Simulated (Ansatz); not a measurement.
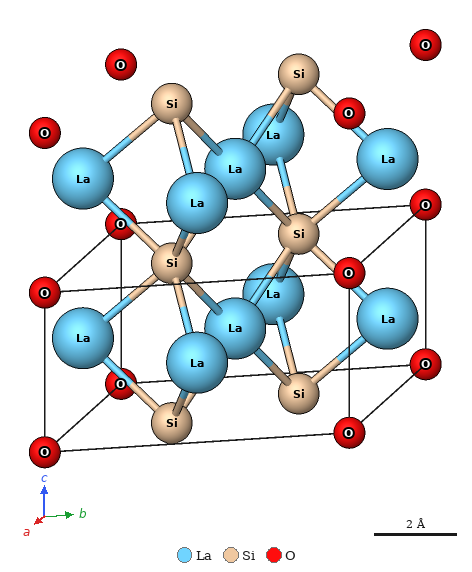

This is the input geometry for a relaxation of a crystal of La3Si2O (a generated structure, set up in P6/mmm). A ball-and-stick model of the cell of the calculation, repeated 1 × 1 × 2 with one cell outlined, seen slightly off an axis.

All numbers below come from DFT PBE, scalar-relativistic, plane waves, PAW in Ansatz.

The input:
```yaml
crystal:
  lattice:
    - [7.751429867, 0.0, 0.0]
    - [-3.8757149335, 6.7129351805, 0.0]
    - [0.0, 0.0, 4.0046360147]
  atoms:
    - { symbol: La, position: [0.5, 0.0, 0.5] }
    - { symbol: La, position: [0.5, 0.5, 0.5] }
    - { symbol: La, position: [0.0, 0.5, 0.5] }
    - { symbol: Si, position: [0.3333333333, 0.6666666667, 0.0] }
    - { symbol: Si, position: [0.6666666667, 0.3333333333, 0.0] }
    - { symbol: O, position: [0.0, 0.0, 0.0] }
basis:
  ecutwfc: 420
kpoints:
  mp_grid: { grid: [6, 6, 10] }
hamiltonian:
  xc: pbe
scf:
  occupations: { method: gaussian, width: 0.1 }
output:
  forces: true
  stress: true
  eigenvalues: true
relax:
  adjacent_minimum: "off"
  f_tol: 0.01
  max_steps: 80
  cell: { stress_tol: 0.05 }
```

Launched with:
```bash
ansatz run input.yaml --threads 1 --pin off --max-ram 2560MiB --backend cpu --events-out ev --progress --plain --runs-dir out
```

### Where does the relaxation end?

No atom moves by more than 0.005 Å relative to the cell. The drawn cell changes as follows: a = b 7.751 → 7.803 Å (+0.7 %), c 4.005 → 3.984 Å (−0.5 %); the volume changes by +0.8 %. Some distances before and after: La1–Si4 3.003 → 3.007 Å. The space group stays P6/mmm (No. 191). The energy falls by 3.5 meV per cell of the calculation in 2 accepted moves (3 points after the start). All forces vanish by symmetry, so only the cell relaxes. The pressure goes from 0.15 to −0.03 GPa. At 1 point the geometry stayed and the basis and grid were re-selected for the new cell (energy shift of 0.7 meV per cell of the calculation at most each time). Cost: 92 s on 1 thread of Arm Neoverse V1, with other jobs on the host, peak memory 0.57 GiB.

Step by step:

| step | E − E(0), meV/atom | pressure, GPa | volume, Å³/atom | note |
| --- | --- | --- | --- | --- |
| 0 | 0.00 | 0.15 | 34.730 |  |
| 1 | -0.46 | 0.04 | 34.964 |  |
| 2 | -0.47 | -0.03 | 35.011 |  |
| 3 | -0.59 | -0.03 | 35.011 | same geometry, new basis |

The structure at the end:

```xyz
6
Lattice="7.8029 0.0000 0.0000 -3.9014 6.7575 0.0000 0.0000 0.0000 3.9840" Properties=species:S:1:pos:R:3 pbc="T T T"
La    3.9014    0.0000    1.9920
La    1.9507    3.3787    1.9920
La   -1.9507    3.3787    1.9920
Si    0.0000    4.5050    0.0000
Si    3.9014    2.2525    0.0000
O     0.0000    0.0000    0.0000
```
